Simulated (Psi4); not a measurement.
# BSiH3OF2 (SMILES FB(F)O[SiH3]) at MP2/def2-SVP (density fitting with def2-universal-jkfit, density fitting for correlation, sweep point 3)

Aim: the vertical electron affinity of BSiH3OF2 at MP2/def2-SVP (density fitting with def2-universal-jkfit, density fitting for correlation, sweep point 3), from 2 runs. Input form: a Python script.

The calculation is run with Psi4 1.11.

2 further runs of the same task are left out: 2 set aside as unsound or not needed. Runs told in other sessions of the task aren't counted.

## Step 1: Starting point

BSiH3OF2: 8 atoms, total charge 0, spin state singlet. As SMILES, `FB(F)O[SiH3]`. The shape is that of a PBE0-D4/def2-TZVP optimisation.

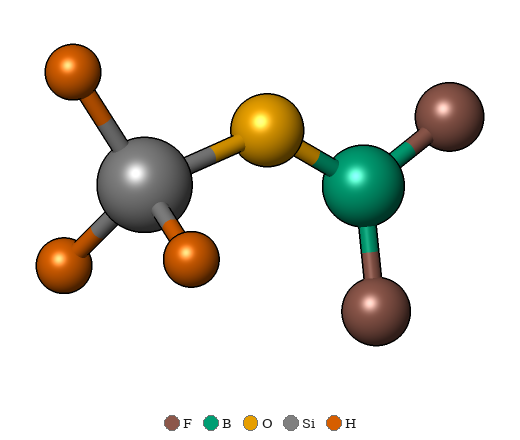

Viewed from a chosen angle; fluorine brown, boron teal, oxygen amber, silicon grey, hydrogen orange.

## Step 2: A single-point energy at MP2/def2-SVP (density fitting with def2-universal-jkfit, density fitting for correlation, sweep point 3)

File run.py:

```python
import psi4

psi4.set_memory(1600000000)
psi4.set_num_threads(1)
psi4.core.set_output_file('run.log', False)

molecule = psi4.geometry("""
0 1
F      1.644600    -1.936200     1.091800
B      0.585700    -1.261700     0.687700
F     -0.607700    -1.793900     0.922400
O      0.726600    -0.084400     0.064800
Si    -0.345100     1.014900    -0.568200
H     -1.234600     1.517600     0.506100
H      0.469500     2.116500    -1.124900
H     -1.146900     0.370000    -1.635500
symmetry c1
""")

psi4.set_options({
    'basis': 'def2-SVP',
    'puream': True,
    'scf_type': 'df',
    'num_frozen_docc': 9,
    'df_basis_scf': 'def2-universal-jkfit',
})

result, w = psi4.energy('mp2', molecule=molecule, return_wfn=True)
print('E =', round(result, 9))
```

Command:

```bash
$ python run.py
```

run.log:

```text
[...]
  Running in c1 symmetry.
[...]
  Nuclear repulsion =  220.428958488731269
[...]
  Multiplicity = 1
[...]
  Nalpha       = 24
  Nbeta        = 24
[...]
    Number of basis functions: 89
[...]
   @DF-RHF iter   1:  -588.89528175132227   -1.08486e+00   5.78205e-03 ADIIS/DIIS
[...]
   @DF-RHF iter  11:  -589.00196711201249    0.00000e+00   4.71310e-09 DIIS
[...]
    Orbital Energies [Eh]
    ---------------------
    Doubly Occupied:
       1A    -68.806466     2A    -26.310356     3A    -26.303076
       4A    -20.584567     5A     -7.758044     6A     -6.173025
       7A     -4.284650     8A     -4.283057     9A     -4.283044
      10A     -1.623324    11A     -1.589781    12A     -1.372109
      13A     -0.837655    14A     -0.802265    15A     -0.773573
      16A     -0.725836    17A     -0.707895    18A     -0.663882
      19A     -0.656165    20A     -0.641741    21A     -0.594272
      22A     -0.583377    23A     -0.489843    24A     -0.486165
[...]
  @DF-RHF Final Energy:  -589.00196711201249
   => Energetics <=
    Nuclear Repulsion Energy =            220.4289584887312685
    One-Electron Energy =               -1256.1935164626577262
    Two-Electron Energy =                 446.7625908619139636
    Total Energy =                       -589.0019671120124940
[...]
 Multipole Moments:
 ------------------------------------------------------------------------------------
     Multipole            Electronic (a.u.)      Nuclear  (a.u.)        Total (a.u.)
 ------------------------------------------------------------------------------------
 L = 1.  Multiply by 2.5417464519 to convert [e a0] to [Debye]
 Dipole X            :          2.9728732           -3.3328259           -0.3599527
 Dipole Y            :         -7.8842635            8.4967204            0.6124569
 Dipole Z            :          4.3383018           -4.6809431           -0.3426413
 Magnitude           :                                                    0.7887157
[...]
```

Standard output:

```text
E = -589.725359967
```

Run time: 3.3 s. Hardware: 1 thread of AMD EPYC 7B13 (Zen 3), shared host; peak memory 0.22 GiB.

## Step 3: The doublet anion

File job.py:

```python
import psi4

psi4.set_memory(1600000000)
psi4.set_num_threads(1)
psi4.core.set_output_file('psi4.out', False)

m = psi4.geometry("""
-1 2
F      1.644600    -1.936200     1.091800
B      0.585700    -1.261700     0.687700
F     -0.607700    -1.793900     0.922400
O      0.726600    -0.084400     0.064800
Si    -0.345100     1.014900    -0.568200
H     -1.234600     1.517600     0.506100
H      0.469500     2.116500    -1.124900
H     -1.146900     0.370000    -1.635500
units angstrom
symmetry c1
""")

psi4.set_options({
    'basis': 'def2-SVP',
    'reference': 'uhf',
    'puream': True,
    'scf_type': 'df',
    'num_frozen_docc': 9,
    'df_basis_scf': 'def2-universal-jkfit',
    'maxiter': 100,
})

energy_value, wavefunction = psi4.energy("mp2", return_wfn=True)
print('E =', round(energy_value, 9))
```

Command:

```bash
$ python job.py
```

psi4.out:

```text
[...]
  Running in c1 symmetry.
[...]
  Nuclear repulsion =  220.428958488731269
[...]
  Multiplicity = 2
[...]
  Nalpha       = 25
  Nbeta        = 24
[...]
    Number of basis functions: 89
[...]
   @DF-UHF iter   1:  -588.73821973436566   -9.27802e-01   6.44396e-03 ADIIS/DIIS
[...]
   @DF-UHF iter  18:  -588.88050034673267   -5.11591e-12   6.11292e-09 DIIS
[...]
   @S^2 Observed:                7.569192268E-01
[...]
    Orbital Energies [Eh]
    ---------------------
    Alpha Occupied:
       1A    -68.555727     2A    -26.147447     3A    -26.139000
       4A    -20.364065     5A     -7.572389     6A     -5.918316
       7A     -4.032475     8A     -4.029195     9A     -4.029174
      10A     -1.461994    11A     -1.427589    12A     -1.162143
      13A     -0.661839    14A     -0.618971    15A     -0.600297
      16A     -0.562542    17A     -0.523191    18A     -0.504326
      19A     -0.494185    20A     -0.431022    21A     -0.376834
      22A     -0.372987    23A     -0.253402    24A     -0.248104
      25A      0.103605
    Alpha Virtual:
[...]
  @DF-UHF Final Energy:  -588.88050034673267
   => Energetics <=
    Nuclear Repulsion Energy =            220.4289584887312685
    One-Electron Energy =               -1265.8531462205751268
    Two-Electron Energy =                 456.5436873851112409
    Total Energy =                       -588.8805003467325605
  UHF NO Occupations:
  HONO-2 :   23  A 1.9994850
  HONO-1 :   24  A 1.9976513
  HONO-0 :   25  A 1.0000000
  LUNO+0 :   26  A 0.0023487
  LUNO+1 :   27  A 0.0005150
[...]
 Multipole Moments:
 ------------------------------------------------------------------------------------
     Multipole            Electronic (a.u.)      Nuclear  (a.u.)        Total (a.u.)
 ------------------------------------------------------------------------------------
 L = 1.  Multiply by 2.5417464519 to convert [e a0] to [Debye]
 Dipole X            :          4.1828577           -3.3328259            0.8500318
 Dipole Y            :        -10.5951660            8.4967204           -2.0984456
 Dipole Z            :          5.8381860           -4.6809431            1.1572429
 Magnitude           :                                                    2.5426834
[...]
```

On the terminal:

```text
E = -589.620549418
```

Wall time 4.2 s (1 thread of AMD EPYC 7B13 (Zen 3), shared host); peak memory 0.22 GiB.

## Step 4: Summary of results

At MP2/def2-SVP (density fitting with def2-universal-jkfit, density fitting for correlation, sweep point 3), 9 core orbitals frozen:

| quantity | value |
| --- | --- |
| singlet BSiH3OF2: total energy | -589.72536 Eh |
| singlet BSiH3OF2: HOMO energy (Hartree–Fock orbitals) | -13.23 eV |
| singlet BSiH3OF2: LUMO energy (Hartree–Fock orbitals) | 3.73 eV |
| singlet BSiH3OF2: HOMO–LUMO gap (Hartree–Fock orbitals) | 16.96 eV |
| singlet BSiH3OF2: correlation energy (9 core orbitals frozen) | -723.4 mEh |
| doublet anion: total energy | -589.62055 Eh |
| doublet anion: HOMO energy (Hartree–Fock orbitals) (highest over α and β) | 2.82 eV |
| doublet anion: LUMO energy (Hartree–Fock orbitals) (lowest over α and β) | 9.51 eV |
| doublet anion: correlation energy (9 core orbitals frozen) | -740.0 mEh |
| doublet anion: ⟨S²⟩ of the reference determinant | 0.757 |
| vertical electron affinity (to the doublet anion) | -2.852 eV |

What this shows: The anion lies 2.85 eV (275 kJ/mol) above the neutral: the electron isn't bound at this level, and such a value depends on the basis. Without diffuse functions anions come out too high. The HOMO (doublet anion) lies at positive energy, 2.82 eV: the electron is unbound at this level or held by a compact basis; values depend on the basis.
